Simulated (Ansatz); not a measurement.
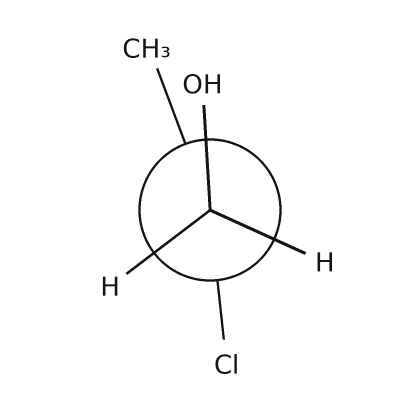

A Newman projection along the Si–B bond, silicon in front; angles are drawn as computed, but eclipsed bonds slightly apart. The computed structure is the end point of a PBE0-D4/def2-TZVP optimisation. No frequency run is at hand to confirm it as a minimum.

> Which molecule is it?

CH6BClOSi, CB(Cl)[SiH2]O

> What is the torsion angle from the front OH to the back Cl? The sign is positive where the front bond must turn clockwise to cover the back bond.

177°, antiperiplanar (anti).
